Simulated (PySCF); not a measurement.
# C₇H₅N: reorganisation energies

Wanted: reorganisation energies for C₇H₅N (`C#Cc1ccccn1`).

Computed with PySCF 2.14.0 and routines of our own; the level stands in each step. Atoms count from 0.

## 1. The system as given

13 atoms, charge 0, multiplicity 1; geometry from: GFN2-xTB.

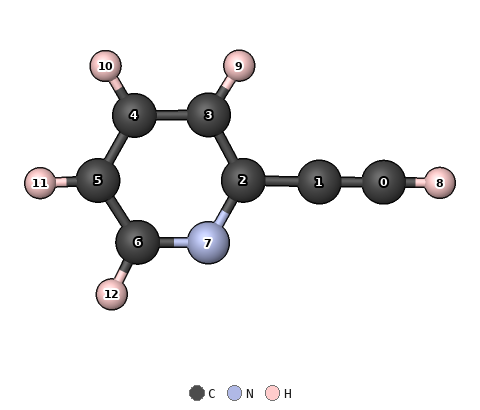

The starting geometry (carbon dark grey, nitrogen light blue, hydrogen pink).

## 2. Relaxing the molecule at PBE0/def2-SVP

What the job is given:

```
{"job": {"xc": "PBE0", "basis": "def2-SVP", "grid": 1, "kind": "geom"}, "charge": 0, "multiplicity": 1}
C      3.234964    -0.709932    -0.413960
C      2.058524    -0.519793    -0.270534
C      0.671148    -0.268708    -0.102700
C      0.220887     1.034552     0.130035
C     -1.137037     1.239788     0.290013
C     -1.993661     0.151310     0.212085
C     -1.443274    -1.100352    -0.026354
N     -0.151765    -1.312398    -0.178852
H      4.261816    -0.885538    -0.540773
H      0.925558     1.850738     0.179804
H     -1.523995     2.232568     0.471868
H     -3.059215     0.269621     0.332531
H     -2.068340    -1.981369    -0.100894
```

Launch:

```
$ OMP_NUM_THREADS=1 python excited_run.py task.json out
```

The driver reads the jobs from task.json and runs them one after another.

What it wrote:

```text
step   0  E = -323.80457397  max force = 0.020506
step   1  E = -323.80643137  max force = 0.003772
step   2  E = -323.80644293  max force = 0.000427
optimisation converged
```

It took 12 s on 1 thread of Intel Xeon 6975P-C, shared host; peak memory 0.59 GiB.

Relaxation path:

```csv
step,energy from step 0 (eV),largest force component (eV/Å)
0,0.0000,1.0545
1,-0.0505,0.1940
2,-0.0509,0.0220
```

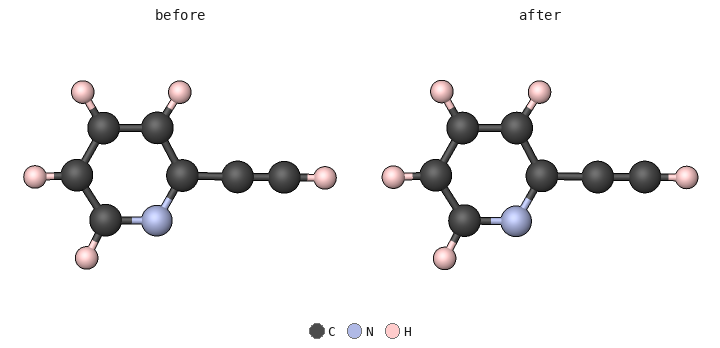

The geometry before (left) and after (right).

Close pairs (by a distance rule), those that changed most:

```csv
bond,before (Å),after (Å),change (Å)
C0–H8,1.049,1.074,+0.025
C1–C2,1.420,1.437,+0.017
C6–H12,1.083,1.097,+0.014
C5–H11,1.079,1.092,+0.013
C0–C1,1.200,1.212,+0.012
C4–H10,1.081,1.093,+0.012
C3–H9,1.079,1.091,+0.012
C6–N7,1.318,1.326,+0.009
```

The end geometry stands in the next job.

```csv
at the end point,value
point group (found at 0.08 Å tolerance),Cs
"rotational constants (GHz, main isotopes)","5.879, 1.578, 1.244"
dipole moment (D),2.31
```

## 3. Relaxation after adding or removing an electron (C₇H₅N+ (doublet)): UKS PBE0/def2-SVP

What the job is given:

```
{"job": {"kind": "ionopt", "ions": [1], "xc": "PBE0", "basis": "def2-SVP", "grid": 1}, "charge": 1, "multiplicity": 2}
C      3.233912    -0.749802    -0.516624
C      2.043524    -0.567316    -0.376414
C      0.638077    -0.319728    -0.205713
C      0.186028     0.989083     0.032437
C     -1.178305     1.200169     0.194484
C     -2.040431     0.109516     0.114835
C     -1.489267    -1.150829    -0.125597
N     -0.190483    -1.369237    -0.282803
H      4.286359    -0.925079    -0.643569
H      0.902172     1.810797     0.086405
H     -1.563222     2.205828     0.381036
H     -3.119315     0.227019     0.235939
H     -2.139658    -2.030988    -0.193805
```

With the program's defaults for keys left out, this is: UKS PBE0/def2-SVP geometry optimisation of the ion from the geometry of its parent, gas phase.

What it wrote:

```text
step       E/Eh        max force   <S^2>
  0    -323.47158056   0.078076   0.7748
  1    -323.47771318   0.009718   0.7781
  2    -323.47839680   0.007028   0.7778
  3    -323.47865027   0.008311   0.7780
  4    -323.47901889   0.003286   0.7778
  5    -323.47899772   0.003925   0.7779
  6    -323.47910692   0.000524   0.7779
  7    -323.47911328   0.000311   0.7779
optimisation converged
```

Wall time 66 s (1 thread of Intel Xeon 6975P-C, shared host); peak memory 0.72 GiB.

From this job:

```csv
quantity,value
geometry moved (RMSD),0.028 Å
⟨S²⟩,0.778
```

Bonds of the start that changed most:

```csv
bond,start (Å),end (Å)
C1–C2,1.437,1.398
C5–C6,1.396,1.435
C2–C3,1.405,1.438
C6–N7,1.326,1.307
C0–C1,1.212,1.230
N7–C2,1.339,1.354
```

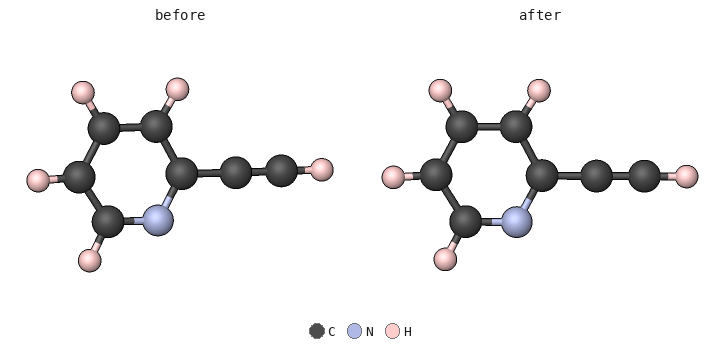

Before and after.

Mulliken spin populations:

C0 0.44; C1 -0.05; C2 0.17; C3 0.25; C4 -0.15; C5 0.35; C6 0.07; N7 -0.02; H8 -0.02; H9 -0.01; H10 0.01; H11 -0.02; H12 -0.01

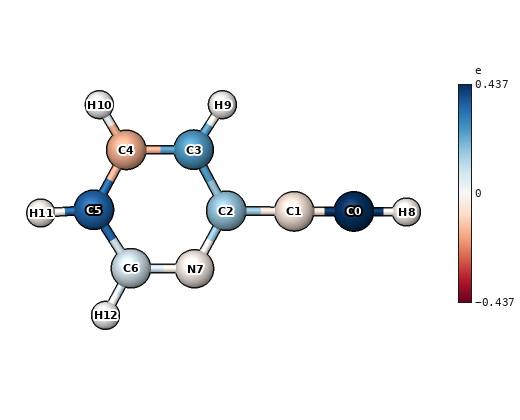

Mulliken spin populations, as colours on the atoms.

The fields below are evaluated on a grid from the run's orbitals.

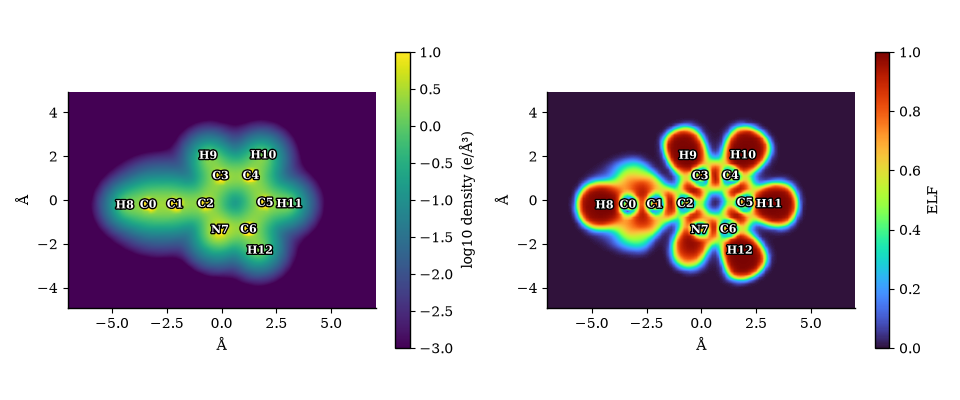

Density (left) and ELF (right) in a plane through or near 13 of the atoms.

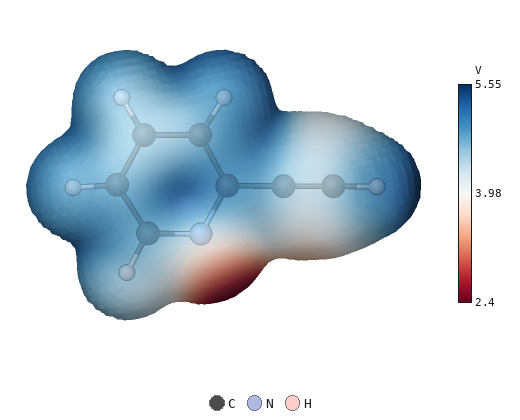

Electrostatic potential on the surface of density 0.002 e/bohr³; red is low, blue high. It runs, from the 1st to the 99th percentile, from 2.40 V near N7 to 5.55 V near H8.

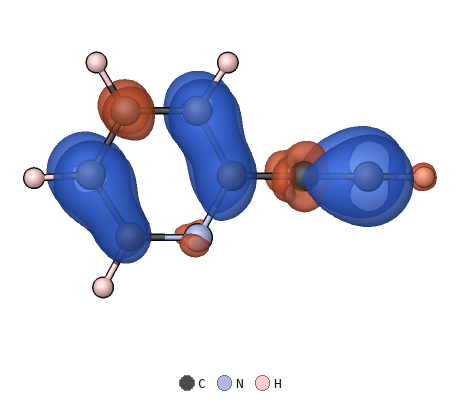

Spin density at ±0.02 e/Å³ (alpha excess blue, beta excess red).

## 4. Reorganisation energies: UKS PBE0/def2-SVP

Settings changed since step 3:

```diff
@@ -1,2 +1,2 @@
-{"job": {"kind": "ionopt", "ions": [1], "xc": "PBE0", "basis": "def2-SVP", "grid": 1}, "charge": 1, "multiplicity": 2}
+{"job": {"kind": "reorg", "ions": [1], "xc": "PBE0", "basis": "def2-SVP", "grid": 1}, "charge": 0, "multiplicity": 1}
 C      3.233912    -0.749802    -0.516624
```

With the program's defaults for keys left out, this is: UKS PBE0/def2-SVP four-point reorganisation energy, gas phase.

What it wrote:

```text
final grid: 53744 points
cycle   1  E = -323.7710508071  dE =  1.315e+00  |g| = 3.617e-01  |ddm| = 4.364e+00
cycle   2  E = -323.7742835053  dE = -3.233e-03  |g| = 3.694e-01  |ddm| = 9.657e-01
cycle   3  E = -323.8046142995  dE = -3.033e-02  |g| = 8.890e-02  |ddm| = 4.385e-01
cycle   4  E = -323.8060930821  dE = -1.479e-03  |g| = 3.655e-02  |ddm| = 1.095e-01
cycle   5  E = -323.8063859068  dE = -2.928e-04  |g| = 1.461e-02  |ddm| = 4.887e-02
cycle   6  E = -323.8064384248  dE = -5.252e-05  |g| = 4.078e-03  |ddm| = 1.586e-02
cycle   7  E = -323.8064416766  dE = -3.252e-06  |g| = 2.131e-03  |ddm| = 5.848e-03
cycle   8  E = -323.8064429086  dE = -1.232e-06  |g| = 2.647e-04  |ddm| = 2.399e-03
cycle   9  E = -323.8064429266  dE = -1.794e-08  |g| = 9.684e-05  |ddm| = 3.756e-04
cycle  10  E = -323.8064429287  dE = -2.148e-09  |g| = 2.538e-05  |ddm| = 1.303e-04
cycle  11  E = -323.8064429288  dE = -1.073e-10  |g| = 1.624e-05  |ddm| = 3.978e-05
converged SCF energy = -323.8064429288

hole transfer: vertical 9.0251 eV, relaxation of the ion converged
  adiabatic 8.9071 eV, lambda(ion) 0.1180, lambda(parent) 0.1210, total 0.2391 eV
```

It took 2.5 s on 1 thread of Intel Xeon 6975P-C, shared host; peak memory 0.64 GiB.

## 5. What came out

| quantity | value |
| --- | --- |
| point group | Cs |
| rotational constants (main isotopes) | 5.88, 1.58, 1.24 GHz |
| geometry moved (RMSD) (step 3, UKS PBE0/def2-SVP) | 0.028 Å |
| hole reorganisation energy (step 4, UKS PBE0/def2-SVP) | 0.2391 eV |

In words: Over 2 steps the energy fell by 0.051 eV; of the close pairs, C0–H8 changed most, 1.049 to 1.074 Å. In step 3 (relaxation after adding or removing an electron), among the bonds C1–C2 changes most, from 1.437 to 1.398 Å.
